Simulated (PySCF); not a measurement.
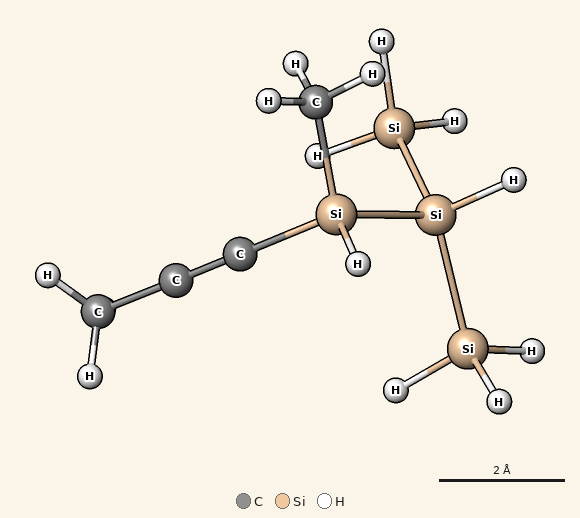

Starting structure of C$_{4}$H$_{14}$Si$_{4}$. A ball-and-stick model, seen at a tilt.

The start comes from GFN2-xTB. Its atoms were then displaced at random by about 0.01 Å.

Method: PySCF 2.14.0, density-fitted response routines, PBE0-D3(BJ)/def2-SVP geometry optimisation, gas phase.

```xyz
22

C     3.5709    0.2353   -1.4649
C     2.4689   -0.1404   -0.5894
C     1.5630   -0.4717    0.1439
Si    0.1937   -0.9567    1.2232
C    -0.2542   -2.7759    0.7904
Si   -1.6343    0.4671    0.7135
Si   -1.2018    2.6721    1.2829
Si   -2.3075    0.1964   -1.4945
H     4.0407   -0.6159   -1.8597
H     4.2817    0.8498   -0.9114
H     3.1492    0.8562   -2.2829
H     0.6648   -0.9253    2.6224
H    -1.1035   -3.1237    1.3981
H     0.5802   -3.4244    0.9725
H    -0.5469   -2.8740   -0.2414
H    -2.7663    0.0352    1.5757
H    -2.3461    3.5749    1.0262
H    -0.0974    3.2117    0.5136
H    -0.8663    2.8535    2.6955
H    -2.7041   -1.1859   -1.8134
H    -1.2666    0.5680   -2.4241
H    -3.4832    0.9782   -1.8626
```

Q: Predict the outcome.

A: The energy falls by 7.19 kcal/mol in 7 geometry steps. The largest move after the best rigid fit is that of H18, 0.47 Å. Largest moves by element: H 0.47 Å, C 0.38 Å, Si 0.23 Å. Near-neighbour distances that change, for instance: C1–H9 1.049 → 1.102 Å, Si8–H21 1.444 → 1.495 Å, Si7–H18 1.450 → 1.495 Å, Si4–C5 1.923 → 1.880 Å. Bond angles that change, for instance: Si4–Si6–H16 106.7° → 112.3°, Si6–Si4–H12 115.9° → 110.8°, Si7–Si6–Si8 113.5° → 108.4°. Cost: 5.5 min on 1 thread of Arm Neoverse N1 (shared host).

Step by step:

```tsv
step	E − E(0), kcal/mol
0	0.00
1	-6.41
2	-6.87
3	-7.04
4	-7.11
5	-7.17
6	-7.18
7	-7.19
```

The structure at the end:

```xyz
22

C     3.2738    0.4636   -1.5147
C     2.2793   -0.0547   -0.5951
C     1.4427   -0.4894    0.1796
Si    0.0960   -1.0703    1.2748
C    -0.3388   -2.8628    0.9119
Si   -1.6811    0.3793    0.7734
Si   -1.0053    2.5763    1.2264
Si   -2.0776    0.1879   -1.5287
H     3.8346   -0.3546   -1.9940
H     3.9968    1.1078   -0.9906
H     2.8011    1.0616   -2.3096
H     0.5205   -0.9155    2.7016
H    -1.1739   -3.1953    1.5470
H     0.5267   -3.5160    1.1025
H    -0.6352   -2.9784   -0.1416
H    -2.9245    0.0439    1.5428
H    -2.0696    3.5582    0.8487
H     0.2236    2.8759    0.4290
H    -0.6910    2.7491    2.6789
H    -2.4424   -1.2177   -1.8925
H    -0.8343    0.5632   -2.2698
H    -3.1866    1.0923   -1.9664
```

After the run, drawn alike:

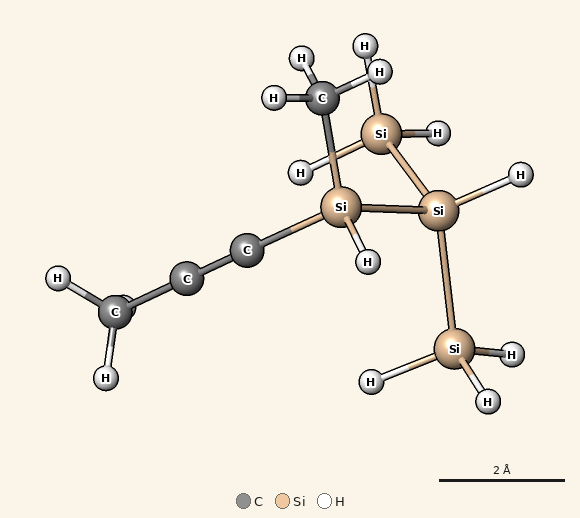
